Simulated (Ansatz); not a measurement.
**Fields on a plane of Cr (bcc, W type)**

```
Cr
1.0
   -1.42397     1.42397     1.42397
    1.42397    -1.42397     1.42397
    1.42397     1.42397    -1.42397
Cr
1
Cartesian
  0.00000   0.00000   0.00000
```

The slice is a {211} plane (indices of the conventional cell) through the point (0.000, 0.000, 0.000) (fractional), spanned by u = [111] and v = [1 0 -1] in vectors of this cell: u (2.47 Å) and v (4.03 Å, at 90° to u). It covers one period; positions are fractions (u, v).

Atoms on it: Cr at (0.00, 0.00).

The numbers are results of PBE (plane waves to 420 eV, PAW, scalar-relativistic; Ansatz, an electronic-structure program), not measurements. k mesh 23×23×23. Inside the PAW spheres the values are not all-electron values, and peaks at nuclei hang on which shells count as valence. Cr is run without spin polarisation. Cr was relaxed with its symmetry unable to fall. Real Cr orders magnetically; this run has no moments, which shifts volume and moduli.

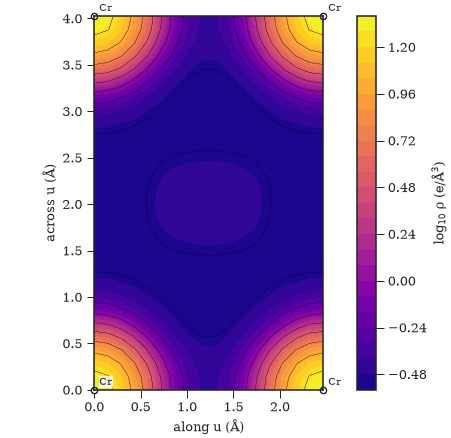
Fig. 1. Log₁₀ of the valence density in e/Å³, one period of the plane, atoms marked. The scale is logarithmic, as a density can span decades between atoms and voids.

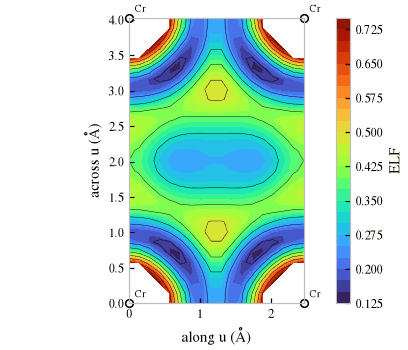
Fig. 1. Electron localisation function (ELF), one period of the plane, atoms marked. Points within 0.5 Å of a nucleus are left white, as the pseudised field means little there.

The density on the Cr–Cr line (2.47 Å) at its midpoint comes out as 0.38 e/Å³. The ELF at that point comes out as 0.3.
